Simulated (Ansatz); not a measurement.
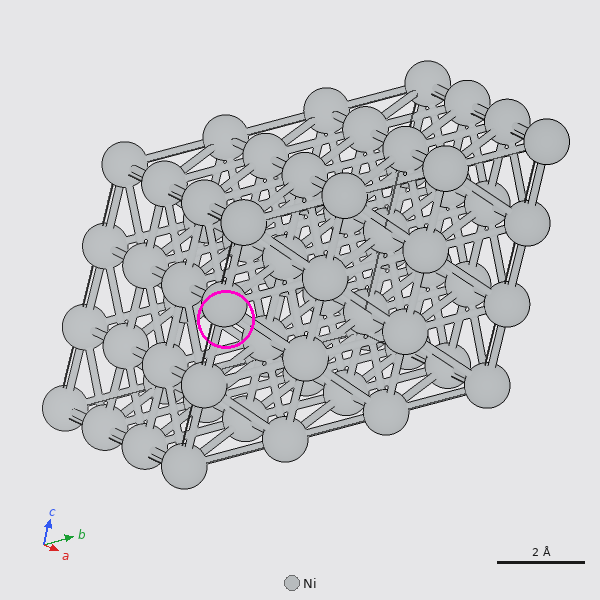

Ball-and-stick drawing of the structure, looking slightly off an axis. The edges of the supercell are marked. The host is Ni, in a cell of 27 sites, and the cell is neutral. A ring marks the defect's site.

### What kind of defect was put in?

A nickel vacancy. Around the empty site lie twelve Ni at about 2.5 Å.

Method used: Ansatz, DFT PBE, scalar-relativistic, plane waves, PAW. It ran with a basis cut at 420 eV, k-point mesh 7×7×7, Gaussian smearing of 0.1 eV, collinear spins.

### Is the defect magnetic?

Yes, 16.4 μB in the cell.

The atoms were relaxed in the host's cell with DFT PBE, scalar-relativistic, plane waves, PAW in Ansatz.
